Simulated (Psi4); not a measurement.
# H4Si (silane): a chain of runs

Aim: a structure relaxation (r2SCAN-D4/pcseg-1), then the harmonic vibrations, then the energy (CCSD(T)/def2-TZVP) of H4Si (silane). 

The results are computed with Psi4 1.11.

## (1) The molecule

H4Si: 5 atoms, total charge 0, spin state singlet. SMILES: `[SiH4]`. The shape is that of a PBE0-D4/def2-TZVP optimisation. The run starts from this shape.

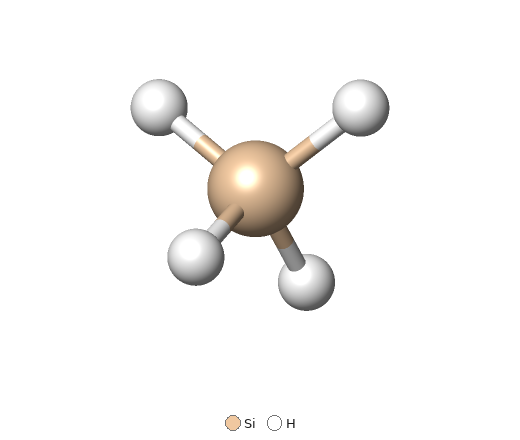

The structure, seen from a chosen angle (silicon light orange, hydrogen white).

## (2) A geometry optimisation at r2SCAN-D4/pcseg-1 (density fitting) (run 1)

Contents of calc.in:

```
memory 1600 mb

molecule {
  0 1
  Si     0.000000     0.000000    -0.000100
  H      0.967600    -0.688400     0.890900
  H     -1.331000     0.044900     0.656000
  H     -0.105100    -0.740300    -1.282600
  H      0.468500     1.383800    -0.264200
}

set {
  basis        pcseg-1
  geom_maxiter 60
}

opt("r2scan-d4")
print_variables()
```

The run is started by

```
psi4 calc.in calc.out -n 1
```

calc.out:

```text
Psi4 1.11 release

gradient() will perform analytic gradient computation.

   => Loading Basis Set <=

    Name: PCSEG-1
    Role: ORBITAL
    Keyword: BASIS

   => R2SCAN-D4(BJ,EEQ)ATM: Empirical Dispersion <=

        a1 =       0.515592
        a2 =       5.773429
       alp =      16.000000
        s6 =       1.000000
        s8 =       0.601875
        s9 =       1.000000
        ga =       3.000000
        gc =       2.000000
        wf =       6.000000

         ---------------------------------------------------------
                                   SCF
                              RKS Reference
                        1 Threads,   1525 MiB Core
         ---------------------------------------------------------

  ==> Geometry <==

    Molecular point group: c1
    Full point group: C1

    Geometry (in Angstrom), charge = 0, multiplicity = 1:

[... 143 lines left out ...]
   @DF-RKS iter SAD:  -291.47023098227038   -2.91470e+02   0.00000e+00
[... 6 lines left out ...]
   @DF-RKS iter   7:  -291.83021220085328   -1.40972e-11   1.86773e-08 DIIS
[... 37 lines left out ...]
    Two-Electron Energy =                 154.8945823158681208
[... 20 lines left out ...]
 Dipole Z            :         -0.0006244            0.0004094           -0.0002150
[... 368 lines left out ...]
                           Total Energy        Delta E     RMS |[F,P]|
[... 7 lines left out ...]
  Energy and wave function converged.
[... 37 lines left out ...]
    Empirical Dispersion Energy =          -0.0003518552244155
[... 170 lines left out ...]
	                                 ==> Convergence Check <==
[... 55 lines left out ...]
  "SCF TOTAL ENERGY"                                  =>    -291.830241254170
[... 5 lines left out ...]
  Array Variable Map:
  ----------------------------------------------------------------------------
  "-D GRADIENT"                                       =>      -0.000000000280 ... 0.000000895498 5 by 3
  "CURRENT DIPOLE"                                    =>       0.000015965939 ... -0.000142955938 1 by 3
  "CURRENT GRADIENT"                                  =>       0.000006279239 ... -0.000025148427 5 by 3
  "DFT TOTAL GRADIENT"                                =>       0.000006279239 ... -0.000025148427 5 by 3
  "DISPERSION CORRECTION GRADIENT"                    =>      -0.000000000280 ... 0.000000895498 5 by 3
  "R2SCAN-D4(BJ,EEQ)ATM DISPERSION CORRECTION GRADIENT" =>      -0.000000000280 ... 0.000000895498 5 by 3
  "SCF DIPOLE"                                        =>       0.000015965939 ... -0.000142955938 1 by 3
  "SCF TOTAL ENERGIES"                                =>    -291.826548669086 ... -291.830241254170 1 by 6
  "SCF TOTAL GRADIENT"                                =>       0.000006279239 ... -0.000025148427 5 by 3

    Psi4 run time: 0:00:08.65
```

On the terminal:

```text
Optimizer: Optimization complete!
```

Wall time 9.9 s (1 thread of Intel Xeon Platinum 8488C (Sapphire Rapids), shared host); peak memory 0.54 GiB.

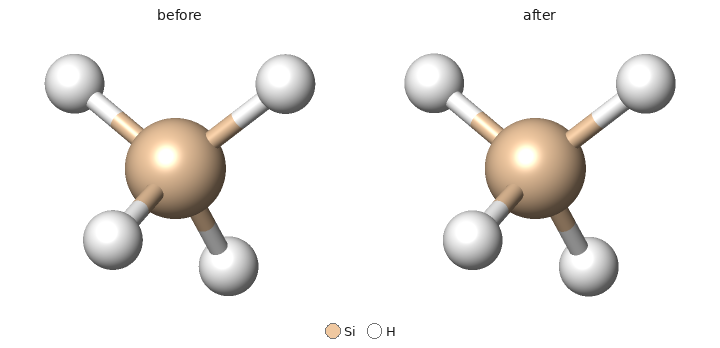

Before and after, at one scale.

After the run. Bond lengths: Si1–H2 1.490 Å, Si1–H3 1.490 Å, Si1–H4 1.490 Å, Si1–H5 1.490 Å. Angles: H2–Si1–H3 109.5°, H2–Si1–H4 109.5°, H2–Si1–H5 109.5°, H3–Si1–H4 109.5°, H3–Si1–H5 109.5°, H4–Si1–H5 109.5°.

## (3) Vibrational wavenumbers at r2SCAN-D4/pcseg-1 (density fitting) (run 2)

Contents of input.dat:

```
memory 1.6 GB

molecule m {
  0 1
  Si
  H 1 1.489817
  H 1 1.489817 2 109.46289
  H 1 1.489811 3 109.47384 2 119.99983
  H 1 1.489801 4 109.47704 3 -120.0048
  symmetry c1
}

set basis pcseg-1
set t 298.15
set rotational_symmetry_number 12

energy_value = frequencies('r2scan-d4')
print_variables()
```

The run is started by

```
psi4 -i input.dat -o output.dat -n 1
```

output.dat:

```text
Psi4 1.11 release

         ----------------------------------------------------------
                                   FINDIF
         ----------------------------------------------------------

  Using finite-differences of gradients to determine vibrational frequencies and
  normal modes. Resulting frequencies are only valid at stationary points.
    Generating geometries for use with 3-point formula.
    Displacement size will be 5.00e-03.
    Number of atoms is 5.
    Number of irreps is 1.
    Number of SALCs is 12.
    Translations projected? 1. Rotations projected? 0.
    Index of SALCs per irrep:
      1 :  0  1  2  3  4  5  6  7  8  9  10  11
    Number of SALCs per irrep:
      Irrep 1: 12
    Number of geometries (including reference) is 25.
    Number of displacements per irrep:
      Irrep 1: 24
 25 displacements needed ...

  //>>>>>>>>>>>>>>>>>>>>>>>>>>>>>>>>>>>//
  //    FiniteDifference Computations  //
  //<<<<<<<<<<<<<<<<<<<<<<<<<<<<<<<<<<<//

[... 196 lines left out ...]
   @DF-RKS iter   3:  -291.83014798903878   -1.46325e-02   2.80735e-04 ADIIS/DIIS
[... 592 lines left out ...]
    Weights Tolerance      =       1.00E-15
[... 433 lines left out ...]
    Total Energy =                       -291.8302401016424596
[... 564 lines left out ...]
    One-Electron Energy =                -445.5100646088307030
[... 550 lines left out ...]
   @DF-RKS iter   8:  -291.83024167477657   -1.19371e-12   3.59470e-09 DIIS
[... 570 lines left out ...]
   @DF-RKS iter   3:  -291.83014809401448   -1.46327e-02   2.80764e-04 ADIIS/DIIS
[... 555 lines left out ...]
    Weights Tolerance      =       1.00E-15
[... 433 lines left out ...]
    Total Energy =                       -291.8302381939705015
[... 564 lines left out ...]
    One-Electron Energy =                -445.5100750975776123
[... 670 lines left out ...]
  "SCF DIPOLE"                                        =>      -0.000029334881 ... -0.000089804797 1 by 3
[... 3 lines left out ...]
    Psi4 run time: 0:01:29.52

[set-up sections that repeat, and orbital energies of the middle runs, are left out above]
```

Run time: 91 s. Hardware: 1 thread of Intel Xeon Platinum 8488C (Sapphire Rapids), shared host; peak memory 0.53 GiB.

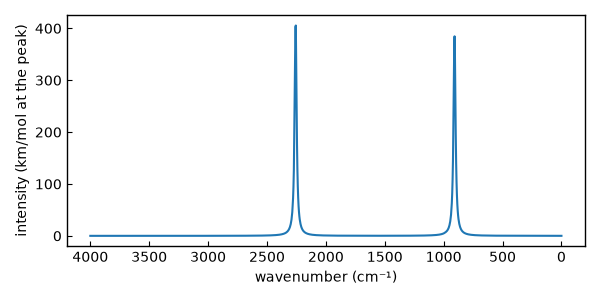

Harmonic infrared spectrum, unscaled, lines broadened by 10 cm⁻¹.

## (4) The energy at CCSD(T)/def2-TZVP (run 3)

Contents of input.in:

```
memory 1600 MB

molecule {
  0 1
  Si     0.000000     0.000001    -0.000095
  H      0.971043    -0.690820     0.893995
  H     -1.335702     0.045086     0.658253
  H     -0.105472    -0.742901    -1.287149
  H      0.470122     1.388612    -0.265145
}

set basis def2-TZVP
set scf_type pk
set num_frozen_docc 5

result = energy("ccsd(t)")
```

The run is started by

```
psi4 -i input.in -o input.out -n 1
```

input.out:

```text
Psi4 1.11 release

   => Loading Basis Set <=

    Name: DEF2-TZVP
    Role: ORBITAL
    Keyword: BASIS

         ---------------------------------------------------------
                                   SCF
                              RHF Reference
                        1 Threads,   1525 MiB Core
         ---------------------------------------------------------

  ==> Geometry <==

    Molecular point group: c1
    Full point group: C1

    Geometry (in Angstrom), charge = 0, multiplicity = 1:

[... 88 lines left out ...]
   @RHF iter   1:  -291.22873765842417   -4.88995e-01   2.96073e-03 DIIS/ADIIS
[... 3 lines left out ...]
   @RHF iter   5:  -291.25761673641318   -3.21156e-06   4.08148e-06 DIIS
[... 3 lines left out ...]
  Energy and wave function converged.
[... 32 lines left out ...]
    One-Electron Energy =                -445.3622831538702940
[... 17 lines left out ...]
 Dipole Y            :          0.0000369           -0.0000221            0.0000148
[... 94 lines left out ...]
	Nuclear Rep. energy          =     21.19613590389355
[... 3 lines left out ...]
	Reference energy             =   -291.25761680315588
[... 78 lines left out ...]
    Opposite-spin MP2 correlation energy      =   -0.117221754491461
[... 3 lines left out ...]
      * MP2 total energy                      = -291.388554354087375
[... 1 line left out ...]
    Opposite-spin CCSD correlation energy     =   -0.146790841966751
    Same-spin CCSD correlation energy         =   -0.015662795885917
    Singles CCSD correlation energy           =    0.000000000000000
    CCSD correlation energy                   =   -0.162453637852669
      * CCSD total energy                     = -291.420070441008534

            **************************
            *                        *
            *        CCTRIPLES       *
            *                        *
            **************************

    Wave function   =    CCSD_T
    Reference wfn   =      RHF

    Nuclear Rep. energy (wfn)                =   21.196135903893552
    SCF energy          (wfn)                = -291.257616803155827
    Reference energy    (file100)            = -291.257616803155884
    CCSD energy         (file100)            =   -0.162453637852669
    Total CCSD energy   (file100)            = -291.420070441008534

    Number of ijk index combinations:               20
    Approx. words needed per explicit thread:          562432
    Number of threads for explicit ijk threading:    1

    MKL num_threads set to 1 for explicit threading.

    (T) energy                                =   -0.003472960600291
      * CCSD(T) total energy                  = -291.423543401608867

    Psi4 run time: 0:00:04.19
```

Wall time 5.4 s (1 thread of Intel Xeon Platinum 8488C (Sapphire Rapids), shared host); peak memory 0.34 GiB.

## (5) What came out

| quantity | value |
| --- | --- |
| run 1, r2SCAN-D4/pcseg-1: total energy at the end | -291.83024 Eh |
| run 1, r2SCAN-D4/pcseg-1: dipole moment | 0.00 D |
| run 1, r2SCAN-D4/pcseg-1: HOMO energy | -8.85 eV |
| run 1, r2SCAN-D4/pcseg-1: LUMO energy | 0.93 eV |
| run 1, r2SCAN-D4/pcseg-1: HOMO–LUMO gap | 9.78 eV |
| run 1, r2SCAN-D4/pcseg-1: dispersion energy | -0.92 kJ/mol |
| run 2, r2SCAN-D4/pcseg-1: lowest harmonic wavenumber | 905 cm⁻¹ |
| run 2, r2SCAN-D4/pcseg-1: highest harmonic wavenumber | 2257 cm⁻¹ |
| run 2, r2SCAN-D4/pcseg-1: zero-point energy | 82.0 kJ/mol |
| run 2, r2SCAN-D4/pcseg-1: ideal-gas entropy at 298.15 K (symmetry number 12 as used) | 48.9 cal/(mol K) |
| run 3, CCSD(T)/def2-TZVP: total energy | -291.42354 Eh |
| run 3, CCSD(T)/def2-TZVP: HOMO energy (Hartree–Fock orbitals) | -13.21 eV |
| run 3, CCSD(T)/def2-TZVP: LUMO energy (Hartree–Fock orbitals) | 3.90 eV |
| run 3, CCSD(T)/def2-TZVP: HOMO–LUMO gap (Hartree–Fock orbitals) | 17.10 eV |
| run 3, CCSD(T)/def2-TZVP: correlation energy (5 core orbitals frozen) | -165.9 mEh |
| run 3, CCSD(T)/def2-TZVP: (T) correction | -3.47 mEh |
| run 3, CCSD(T)/def2-TZVP: T1 diagnostic | 0.012 |

What this shows: The optimisation (run 1, r2SCAN-D4/pcseg-1) took 2 steps and changed the energy by -0.001 eV. All 9 modes are real, so the shape is a minimum at this level. The triples (run 3, CCSD(T)/def2-TZVP) make up 2.1 % of the correlation energy.
